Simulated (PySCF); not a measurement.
In(H)2(SH), SMILES [SH][InH2] (H3InS), singlet at its CAM-B3LYP/def2-SVP optimised geometry (Å):

```
5

In     0.2730    -0.4320     0.0000
H      1.9873    -0.4320     0.0000
H     -0.8107    -1.7630    -0.0004
S     -0.7121     1.7630     0.0000
H     -1.9873     1.3223     0.0032
```

Level of theory: CAM-B3LYP/def2-TZVP, def2 effective core potentials past Kr (PySCF). The core electrons that the potentials of In replace are not part of the density. Cells within 0.4 Å of a nucleus heavier than hydrogen are left out (blank, or x).

Map of the log10 of the electron density (e/bohr³), floored at −4 on the plane z = 0.0 Å:

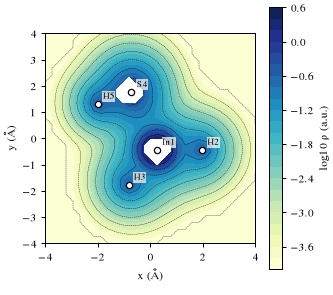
Log10 of the electron density (e/bohr³), floored at −4 on the plane z = 0.0 Å.
